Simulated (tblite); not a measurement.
## C4H8AlBF2: geometry relaxation

- system: C4H8AlBF2
- method: GFN2-xTB geometry optimisation, gas phase (tblite 0.8.0)

It belongs to a series of runs on one base structure; here: H on C replaced by BF2.

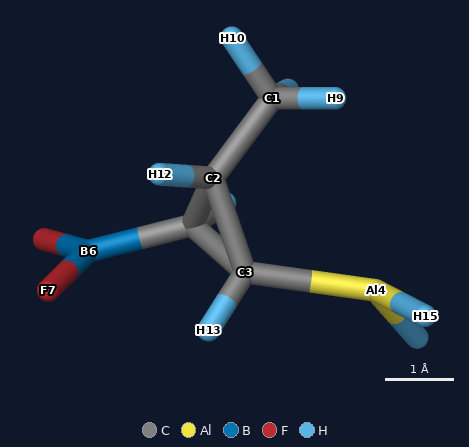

Fig. 1: The structure as given in the input (stick view, seen at a tilt; atoms are numbered from 1 in the order of the input). Sticks mark near contacts. Bond lengths as drawn: Al–C 1.97 Å, Al–H 1.60 to 1.62 Å, B–C 1.60 Å, B–F 1.43 Å, C–C 1.49 to 1.51 Å and C–H 1.10 to 1.13 Å.

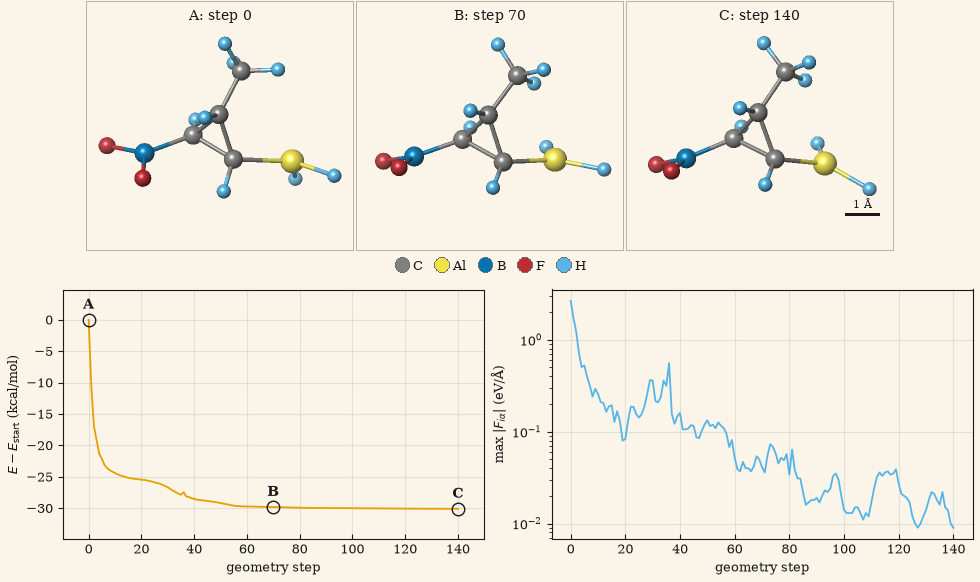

Fig. 2: Frames of the relaxation (ball-and-stick view, seen at a tilt) above the curves, on which the letters mark them (steps are counted from 0).

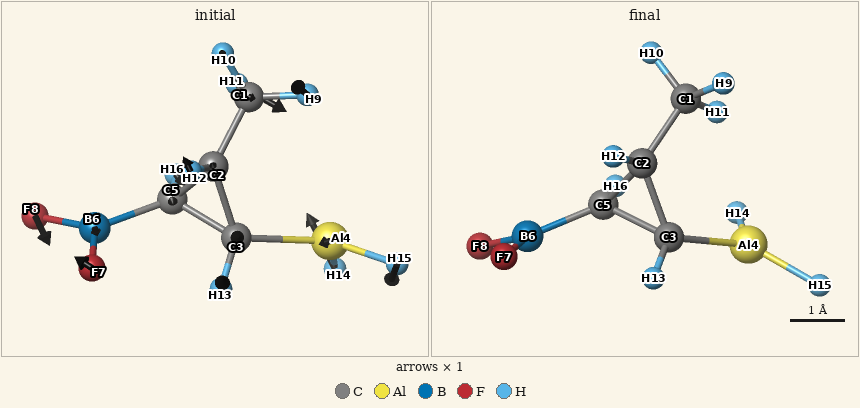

Fig. 3: Before (left) and after (right) the relaxation, at one scale (ball-and-stick view, seen at a tilt). The black arrows give the displacements, at true length. The atom that moves furthest after the best rigid fit is H14 (1.17 Å). By element the largest moves are H 1.17 Å, F 0.65 Å, C 0.32 Å, Al 0.25 Å, B 0.18 Å. Distances before and after: B6–F7 1.432 → 1.324 Å, Al4–H15 1.616 → 1.544 Å, C5–B6 1.599 → 1.539 Å, C3–C5 1.498 → 1.554 Å. Among the angles that change: Al4–C3–C5 122.4° → 106.4°, Al4–C3–H13 114.2° → 126.5°, F7–B6–F8 125.1° → 113.7°. Over 140 geometry steps the energy falls by 30.1 kcal/mol. Largest force component: 2.7 eV/Å at the start, 0.009 eV/Å at the end. (Atoms are counted from 1 in the order of the input.)

The input and output of the run follow.

### The input
```
{"job": {"kind": "relax", "xc": "GFN2-xTB", "basis": "xTB"}, "charge": 0, "multiplicity": 1}
C     -0.402100     1.494800     1.016500
C     -0.508200     0.040600     0.690400
C      0.605800    -0.709400     0.016500
Al     2.377100     0.146900    -0.008700
C     -0.543200    -0.201000    -0.798400
B     -1.660700    -1.271200    -1.199800
F     -1.736900    -2.450700    -0.391200
F     -2.437600    -1.026800    -2.370800
H      0.449600     1.774000     1.655800
H     -1.350700     1.769800     1.558200
H     -0.383100     2.100900     0.077800
H     -1.126900    -0.615400     1.359600
H      0.637900    -1.817000     0.047600
H      3.128500     0.394900    -1.404200
H      3.340200    -0.262500     1.222200
H     -0.397400     0.641200    -1.482900
```

The first line tells a small driver script what to run in tblite; the rest is the geometry in Å.

Launched with:
```bash
OMP_NUM_THREADS=1 python <driver script> task.json out
```

### What the program printed
```
step      E/eV     max force
  0    -664.89070    3.233
  1    -665.34457    2.303
  2    -665.62576    1.513
  3    -665.71821    0.877
  4    -665.81460    0.633
  5    -665.84944    0.732
  6    -665.89316    0.539
  7    -665.91438    0.437
  8    -665.92941    0.254
  9    -665.93928    0.299
 10    -665.94936    0.260
 11    -665.95823    0.239
 12    -665.96547    0.222
 13    -665.97155    0.233
 14    -665.97704    0.190
 15    -665.98160    0.199
 16    -665.98529    0.160
 17    -665.98830    0.211
 18    -665.99073    0.160
 19    -665.99269    0.125
 20    -665.99449    0.127
 21    -665.99660    0.198
 22    -665.99956    0.265
 23    -666.00363    0.255
 24    -666.00832    0.200
 25    -666.01290    0.196
 26    -666.01769    0.185
 27    -666.02340    0.242
 28    -666.03019    0.265
 29    -666.03838    0.383
 30    -666.04821    0.390
 31    -666.05944    0.257
 32    -666.07050    0.252
 33    -666.08059    0.250
 34    -666.09115    0.364
 35    -666.09949    0.320
 36    -666.08119    0.649
 37    -666.11074    0.213
 38    -666.11412    0.174
 39    -666.12292    0.178
 40    -666.12703    0.216
 41    -666.13251    0.158
 42    -666.13477    0.114
 43    -666.13647    0.112
 44    -666.13857    0.134
 45    -666.14177    0.155
 46    -666.14466    0.115
 47    -666.14680    0.120
 48    -666.14950    0.148
 49    -666.15259    0.156
 50    -666.15627    0.145
 51    -666.16005    0.135
 52    -666.16376    0.138
 53    -666.16738    0.135
 54    -666.17096    0.132
 55    -666.17405    0.137
 56    -666.17636    0.125
 57    -666.17788    0.105
 58    -666.17868    0.080
 59    -666.17928    0.090
 60    -666.17973    0.061
 61    -666.18036    0.047
 62    -666.18062    0.043
 63    -666.18102    0.049
 64    -666.18131    0.043
 65    -666.18165    0.041
 66    -666.18194    0.037
 67    -666.18227    0.042
 68    -666.18269    0.054
 69    -666.18324    0.054
 70    -666.18380    0.050
 71    -666.18431    0.050
 72    -666.18483    0.057
 73    -666.18551    0.074
 74    -666.18631    0.082
 75    -666.18701    0.069
 76    -666.18750    0.055
 77    -666.18789    0.056
 78    -666.18835    0.061
 79    -666.18884    0.059
 80    -666.18917    0.035
 81    -666.18934    0.065
 82    -666.18954    0.038
 83    -666.18978    0.032
 84    -666.18995    0.035
 85    -666.19009    0.027
 86    -666.19017    0.017
 87    -666.19023    0.018
 88    -666.19032    0.020
 89    -666.19043    0.024
 90    -666.19053    0.024
 91    -666.19062    0.022
 92    -666.19070    0.024
 93    -666.19080    0.030
 94    -666.19091    0.028
 95    -666.19102    0.026
 96    -666.19112    0.036
 97    -666.19124    0.041
 98    -666.19134    0.037
 99    -666.19142    0.026
100    -666.19147    0.015
101    -666.19151    0.013
102    -666.19156    0.013
103    -666.19161    0.015
104    -666.19166    0.017
105    -666.19172    0.016
106    -666.19179    0.017
107    -666.19186    0.013
108    -666.19191    0.015
109    -666.19194    0.013
110    -666.19197    0.020
111    -666.19203    0.028
112    -666.19214    0.035
113    -666.19234    0.038
114    -666.19261    0.041
115    -666.19288    0.039
116    -666.19314    0.041
117    -666.19345    0.038
118    -666.19389    0.049
119    -666.19436    0.052
120    -666.19466    0.036
121    -666.19479    0.027
122    -666.19484    0.025
123    -666.19494    0.025
124    -666.19502    0.019
125    -666.19511    0.013
126    -666.19515    0.012
127    -666.19517    0.011
128    -666.19519    0.011
129    -666.19522    0.013
130    -666.19526    0.014
131    -666.19533    0.021
132    -666.19543    0.024
133    -666.19556    0.023
134    -666.19568    0.021
135    -666.19578    0.019
136    -666.19586    0.024
137    -666.19595    0.020
138    -666.19601    0.020
139    -666.19605    0.010
140    -666.19606    0.010
```

### Trajectory as extended XYZ (Å, eV, eV/Å), 7 of the 141 frames kept, from step=0 to step=140
```
16
Properties=species:S:1:pos:R:3:forces:R:3 step=0 energy=-664.89070
C    -0.4021    1.4948    1.0165   -0.9640   0.9150   0.4760
C    -0.5082    0.0406    0.6904   -0.2730  -1.1650   0.4990
C     0.6058   -0.7094    0.0165    1.0420   0.0740   0.0070
Al    2.3771    0.1469   -0.0087    1.1470  -1.0120  -0.2850
C    -0.5432   -0.2010   -0.7984   -2.1780  -1.3380  -1.1820
B    -1.6607   -1.2712   -1.1998    0.1170  -0.4390  -0.6210
F    -1.7369   -2.4507   -0.3912   -0.4500   2.3810  -2.1400
F    -2.4376   -1.0268   -2.3708    1.2630  -1.1190   2.6570
H     0.4496    1.7740    1.6558   -0.0820  -0.1910  -0.1330
H    -1.3507    1.7698    1.5582    0.9580   0.0260  -0.3980
H    -0.3831    2.1009    0.0778    0.1810  -0.3710   0.7810
H    -1.1269   -0.6154    1.3596    0.2500   0.9690  -0.7270
H     0.6379   -1.8170    0.0476   -0.2450   0.5670   0.5410
H     3.1285    0.3949   -1.4042   -0.2800   0.3660   0.5010
H     3.3402   -0.2625    1.2222   -0.3820   0.5360  -0.3470
H    -0.3974    0.6412   -1.4829   -0.1050  -0.1970   0.3720
16
Properties=species:S:1:pos:R:3:forces:R:3 step=23 energy=-666.00363
C    -0.3710    1.5117    1.0673    0.0180   0.0070  -0.0310
C    -0.5498    0.0740    0.6490    0.1860  -0.1280   0.1180
C     0.5929   -0.6907    0.0304    0.0650  -0.0450   0.0760
Al    2.4481    0.0049   -0.1085    0.0940   0.0830  -0.0020
C    -0.6284   -0.2879   -0.8162   -0.0630   0.0270  -0.0710
B    -1.6501   -1.3509   -1.2761   -0.0520   0.0370   0.0060
F    -1.9040   -2.4632   -0.6070    0.0370   0.0020   0.0290
F    -2.3956   -1.2027   -2.3563   -0.0080  -0.0300  -0.0920
H     0.4747    1.6133    1.7510    0.0060  -0.0510  -0.0030
H    -1.2601    1.8691    1.5789   -0.0560   0.0660  -0.0180
H    -0.1887    2.1468    0.2041    0.0700   0.0420  -0.0570
H    -1.1951   -0.4852    1.3159   -0.0480  -0.0570  -0.0130
H     0.5655   -1.7585    0.2870   -0.0650  -0.0260   0.0500
H     3.1458    0.6019   -1.3603   -0.1210   0.0070  -0.0090
H     3.3675   -0.1080    1.1328   -0.0370  -0.0130   0.0090
H    -0.4593    0.5344   -1.5034   -0.0270   0.0780   0.0080
16
Properties=species:S:1:pos:R:3:forces:R:3 step=47 energy=-666.14680
C    -0.1507    1.4342    1.0904    0.0050   0.0680  -0.0270
C    -0.5622    0.0289    0.7284    0.0110   0.0260  -0.0190
C     0.4973   -0.8706    0.1576    0.0090   0.0430  -0.0190
Al    2.1842    0.1468   -0.1231   -0.0110   0.0150  -0.0450
C    -0.6410   -0.3003   -0.7387    0.0630  -0.0840  -0.0440
B    -1.5920   -1.3672   -1.3181   -0.0790   0.0270  -0.0050
F    -2.0222   -2.4074   -0.6200   -0.0160   0.0520   0.0140
F    -2.0031   -1.3705   -2.5752   -0.0040   0.0200   0.0010
H     0.3863    1.4539    2.0411   -0.0850  -0.0490   0.0070
H    -0.9986    2.1150    1.1519   -0.0540  -0.0630   0.0390
H     0.5263    1.8272    0.3202    0.0610  -0.0470  -0.0270
H    -1.3165   -0.4028    1.3775    0.0140  -0.0090  -0.0090
H     0.3359   -1.9290    0.3758    0.0740   0.0810   0.0480
H     2.3842    1.0349   -1.3882   -0.0470  -0.0530   0.0430
H     3.3247    0.1007    0.9167    0.0170  -0.0010  -0.0090
H    -0.3602    0.5153   -1.4077    0.0420  -0.0270   0.0520
16
Properties=species:S:1:pos:R:3:forces:R:3 step=70 energy=-666.18380
C    -0.1971    1.4139    1.0964    0.0040  -0.0140   0.0050
C    -0.5339   -0.0046    0.7226   -0.0280   0.0150  -0.0130
C     0.5577   -0.8977    0.2166    0.0180   0.0190   0.0050
Al    2.2015    0.1582   -0.1594    0.0370  -0.0190   0.0200
C    -0.5351   -0.3589   -0.7445   -0.0030   0.0040   0.0340
B    -1.6023   -1.3163   -1.3083    0.0190  -0.0090  -0.0340
F    -2.1905   -2.2513   -0.5783    0.0230   0.0160   0.0070
F    -2.0209   -1.2812   -2.5615   -0.0170  -0.0030  -0.0310
H     0.1638    1.4632    2.1228   -0.0120  -0.0050   0.0340
H    -1.0551    2.0781    0.9986    0.0100  -0.0250  -0.0300
H     0.6056    1.7747    0.4370   -0.0110   0.0340   0.0040
H    -1.3161   -0.4586    1.3217   -0.0010   0.0290   0.0410
H     0.4241   -1.9465    0.4802   -0.0120   0.0020  -0.0300
H     2.2571    1.0505   -1.4303   -0.0100  -0.0160  -0.0110
H     3.4282    0.1404    0.7789    0.0050   0.0000  -0.0210
H    -0.1947    0.4451   -1.4039   -0.0230  -0.0290   0.0190
16
Properties=species:S:1:pos:R:3:forces:R:3 step=93 energy=-666.19080
C    -0.2227    1.4254    1.1260   -0.0020   0.0070   0.0040
C    -0.5423    0.0034    0.7501    0.0040   0.0010  -0.0010
C     0.5564   -0.8797    0.2444   -0.0020  -0.0070   0.0020
Al    2.2145    0.1282   -0.1974   -0.0050   0.0010  -0.0130
C    -0.5373   -0.3422   -0.7191   -0.0030   0.0020   0.0020
B    -1.5755   -1.3108   -1.3175    0.0090  -0.0030   0.0020
F    -2.1566   -2.2686   -0.6124    0.0050  -0.0030   0.0090
F    -1.9682   -1.2679   -2.5795   -0.0020   0.0030   0.0010
H     0.0315    1.4990    2.1833   -0.0100  -0.0160  -0.0230
H    -1.0622    2.0886    0.9229    0.0030   0.0110   0.0020
H     0.6437    1.7689    0.5405   -0.0170   0.0020   0.0020
H    -1.3202   -0.4542    1.3531    0.0010   0.0090  -0.0070
H     0.4206   -1.9319    0.4933    0.0000  -0.0080   0.0010
H     2.2216    0.9829   -1.4949    0.0060   0.0050   0.0070
H     3.4932    0.0982    0.6667    0.0030  -0.0080  -0.0060
H    -0.2043    0.4696   -1.3711    0.0120   0.0050   0.0190
16
Properties=species:S:1:pos:R:3:forces:R:3 step=117 energy=-666.19345
C    -0.2632    1.4502    1.1264   -0.0120   0.0060  -0.0160
C    -0.5591    0.0230    0.7530    0.0090  -0.0140   0.0220
C     0.5560   -0.8539    0.2738   -0.0200   0.0100   0.0050
Al    2.2376    0.1011   -0.2080   -0.0100  -0.0110  -0.0040
C    -0.5275   -0.3372   -0.7124   -0.0180  -0.0180  -0.0150
B    -1.5476   -1.3214   -1.3176   -0.0130   0.0030   0.0080
F    -2.0905   -2.3117   -0.6258    0.0160   0.0190   0.0060
F    -1.9669   -1.2608   -2.5709    0.0210   0.0050   0.0100
H    -0.0109    1.5241    2.1831    0.0310  -0.0050  -0.0010
H    -1.1150    2.0999    0.9325   -0.0160   0.0000  -0.0250
H     0.5911    1.8060    0.5349    0.0220   0.0220   0.0130
H    -1.3402   -0.4365    1.3498   -0.0120  -0.0190  -0.0110
H     0.4214   -1.9047    0.5350    0.0270   0.0140  -0.0150
H     2.2248    1.0421   -1.4476   -0.0090  -0.0140   0.0340
H     3.5740   -0.0863    0.5441   -0.0120   0.0000  -0.0110
H    -0.1915    0.4752   -1.3618   -0.0050   0.0040  -0.0010
16
Properties=species:S:1:pos:R:3:forces:R:3 step=140 energy=-666.19606
C    -0.2941    1.4716    1.1236   -0.0030  -0.0060  -0.0020
C    -0.5698    0.0371    0.7594   -0.0020  -0.0040   0.0000
C     0.5563   -0.8284    0.2912    0.0020  -0.0020  -0.0010
Al    2.2511    0.0811   -0.2174   -0.0020   0.0000   0.0040
C    -0.5270   -0.3287   -0.7046   -0.0030   0.0020   0.0030
B    -1.5248   -1.3334   -1.3085    0.0010   0.0040  -0.0030
F    -2.0717   -2.3142   -0.6070    0.0010   0.0040   0.0010
F    -1.9099   -1.3058   -2.5738   -0.0020  -0.0050  -0.0040
H    -0.0583    1.5567    2.1833    0.0010   0.0030   0.0040
H    -1.1532    2.1046    0.9075   -0.0010   0.0090   0.0030
H     0.5659    1.8347    0.5465    0.0010  -0.0020  -0.0050
H    -1.3513   -0.4300    1.3501   -0.0030  -0.0020  -0.0010
H     0.4377   -1.8810    0.5527    0.0030  -0.0020   0.0010
H     2.2136    1.1598   -1.3342    0.0020  -0.0020   0.0000
H     3.6247   -0.2996    0.3756    0.0070   0.0020  -0.0020
H    -0.1969    0.4846   -1.3556   -0.0020   0.0000   0.0030
```

### Summary

| quantity | value |
| --- | --- |
| outcome | converged |
| total energy | −666.1961 eV |
| hardware | 1 CPU thread, shared host |
| wall time | 1 s |
| peak memory | 0.18 GiB |
